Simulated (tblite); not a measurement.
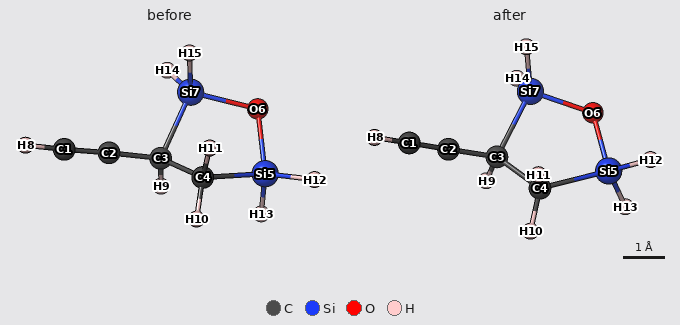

The structure of C$_{4}$H$_{8}$OSi$_{2}$ before (left) and after (right) a relaxation, at one scale.

The picture is a ball-and-stick view, seen at a tilt.

Theory: GFN2-xTB geometry optimisation, gas phase in tblite. 

Question: Describe what moved and what it gained.

Answer: After 81 geometry steps the energy has fallen by 67.1 kJ/mol. The largest move after the best rigid fit is that of H11, 0.72 Å. Largest moves by element: H 0.72 Å, C 0.35 Å, Si 0.17 Å, O 0.17 Å. Some distances before and after: O6–Si7 1.728 → 1.636 Å, C3–Si7 1.867 → 1.926 Å, C3–C4 1.514 → 1.545 Å, Si5–H13 1.490 → 1.460 Å. Among the angles between lasting bonds that change: Si5–O6–Si7 106.1° → 120.6°, H10–C4–H11 113.6° → 106.3°, C4–C3–Si7 100.1° → 107.1°. Groups turn about C4–Si5 by about 25°, C3–C4 by about 25°, C3–Si7 by about 20°. The run took 0.66 s on 1 thread of Intel(R) Xeon(R) CPU @ 2.60GHz, on a shared host.
